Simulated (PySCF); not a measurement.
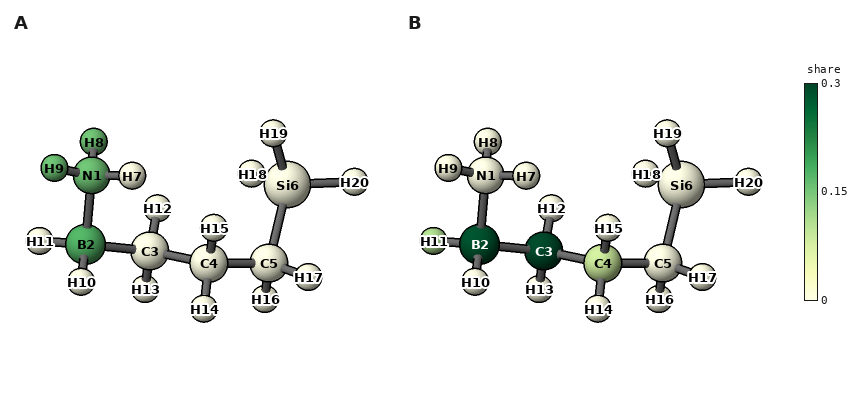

Each panel colours the atoms by their Löwdin share in one orbital (up to four of the largest shares; other atoms are shown as zero). Computed geometry: GFN2-xTB optimisation. No frequency run is at hand to confirm it as a minimum. Computed with B3LYP/def2-SVPD (PySCF 2.14.0).

Question: The panels show the HOMO, LUMO, in some order. Which is which?

Answer: A: LUMO, −0.52 eV; B2 0.17, N1 0.16, H9 0.16, H8 0.15
B: HOMO, −7.24 eV; C3 0.29, B2 0.28, H11 0.11, C4 0.09

The geometry is semi-empirical. Around B, Si such bond lengths and angles can be off by a tenth of an ångström or more and by several degrees, and values that hang on the shape move with them.
